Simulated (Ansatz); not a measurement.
Input

```
crystal:
  periodic: [false, false, false]
  atoms:
    - {symbol: Ge, position_ang: [1.313008, 0.401683, 0.286262]}
    - {symbol: O, position_ang: [-0.169800, -0.730356, -0.923007]}
    - {symbol: H, position_ang: [-0.790593, -0.030395, -1.174888]}
    - {symbol: Cl, position_ang: [-0.053636, 2.154616, -0.007039]}
    - {symbol: Cl, position_ang: [0.320615, -0.542688, 2.060956]}
    - {symbol: H, position_ang: [-0.619592, -1.252860, -0.242285]}
basis:
  gaussian: {orbitals: def2-TZVPP}
hamiltonian: {xc: pbe0, dispersion: d4}
output: {orbitals: {seedname: orbitals}}
```

Launched as:

```sh
ansatz run in.yaml --threads 4 --pin off --events-out ev --progress --plain --max-ram 9574MiB
```

The product side of a reaction path; geometry: PBE0-D4/def2-TZVP.

Computed with RKS PBE0-D4/def2-TZVPP (Ansatz 0.2.0).

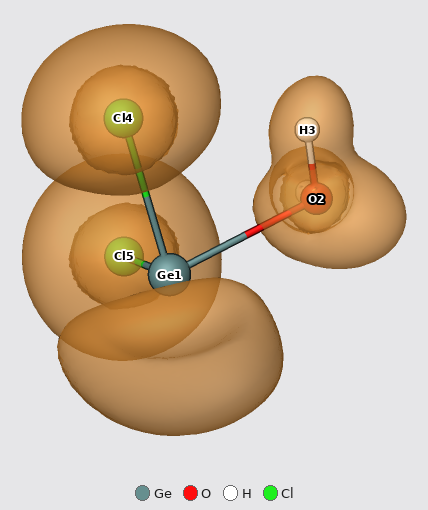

Cl2GeH2O. Isosurface of the ELF at 0.75 (orange), seen at an oblique angle. Only the valence region is drawn (cores and ρ < 0.01 e/Å³ removed).

Question: What do the ELF domains correspond to?

Answer: The ELF exceeds this value in one lobe on Ge, pointing away from the bonds (lone pairs), two regions wrapped around Cl (the valence shell of each) and one joined region spread over several atoms (H, O), in which their bonds and any lone pairs are merged. Profiles from the grid: Ge–O (2.22 Å): the ELF peaks at about 0.90 in the valence shell of O, 0.6 Å from its nucleus, and is about 0.30 at the midpoint. Ge–Cl (2.24 Å): the ELF peaks at about 0.85 in the valence shell of Cl, 0.8 Å from its nucleus, and is about 0.65 at the midpoint.
